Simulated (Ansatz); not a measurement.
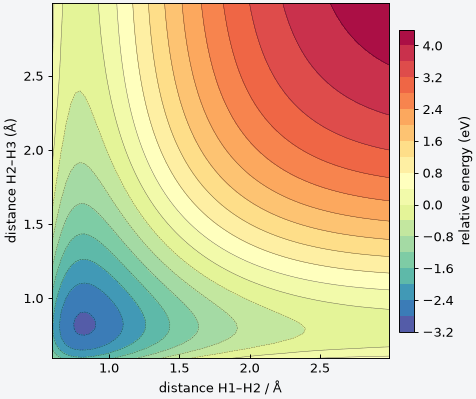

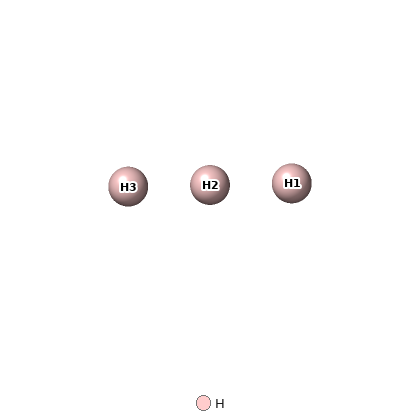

Energy landscape of the system H⁺ + H₂. Coordinates scanned: (1) distance H1–H2; (2) distance H2–H3. Nothing is relaxed (the angle H1–H2–H3 is fixed at 180 degrees). Grid: 17 × 17 points; 153 points were computed and 136 follow by symmetry. Points are written as (first, second). All energies are given in eV relative to H with charge +1 far from the relaxed HH (each part in its own basis). The reference is spin-restricted, so regions where a bond is pulled apart into radicals lie too high. Level of theory: RKS PBE0-D4/aug-cc-pVTZ (Ansatz).

Drawn: filled contours. Between grid points the surface is interpolated. The second picture is the structure at the lowest point.

> Summarise what can be read from the map.

The lowest grid point is at (0.864 Å, 0.864 Å), −2.83 eV from H with charge +1 far from the relaxed HH (each part in its own basis). It is the only kind of minimum in the scanned range. The highest grid point, (2.992 Å, 2.992 Å), lies 7.12 eV above the lowest.

Grid values (eV):

| distance H2–H3 ↓, distance H1–H2 → | 0.657 | 0.864 | 1.121 | 1.411 | 1.728 | 2.067 | 2.424 | 2.799 |
| --- | --- | --- | --- | --- | --- | --- | --- | --- |
| 2.799 | 0.02 | −0.17 | 0.58 | 1.59 | 2.52 | 3.24 | 3.75 | 4.07 |
| 2.424 | −0.10 | −0.32 | 0.41 | 1.39 | 2.28 | 2.97 | 3.44 | 3.75 |
| 2.067 | −0.32 | −0.58 | 0.09 | 1.03 | 1.88 | 2.52 | 2.97 | 3.24 |
| 1.728 | −0.69 | −1.01 | −0.39 | 0.48 | 1.28 | 1.88 | 2.28 | 2.52 |
| 1.411 | −1.25 | −1.63 | −1.07 | −0.25 | 0.48 | 1.03 | 1.39 | 1.59 |
| 1.121 | −1.93 | −2.33 | −1.82 | −1.07 | −0.39 | 0.09 | 0.41 | 0.58 |
| 0.864 | −2.43 | −2.83 | −2.33 | −1.63 | −1.01 | −0.58 | −0.32 | −0.17 |
| 0.657 | −2.10 | −2.43 | −1.93 | −1.25 | −0.69 | −0.32 | −0.10 | 0.02 |

The table holds every second grid line.

The input of one point:

```yaml
crystal:
  periodic: [false, false, false]
  atoms:
    - { symbol: H, position_ang: [-0.864, 0.0, 0.0] }
    - { symbol: H, position_ang: [0.0, 0.0, 0.0] }
    - { symbol: H, position_ang: [0.864, 0.0, 0.0] }
total_charge: 1
basis:
  gaussian: { orbitals: aug-cc-pVTZ }
hamiltonian:
  xc: pbe0
  dispersion: d4
output:
  forces: true
```

Each point was launched as `ansatz run input.yaml --threads 1 --pin off --max-ram 2560MiB --backend cpu --events-out ev --progress --plain --runs-dir out`. The whole map (153 points run) took 90 s on 1 thread of Arm Neoverse N1, on a shared host.
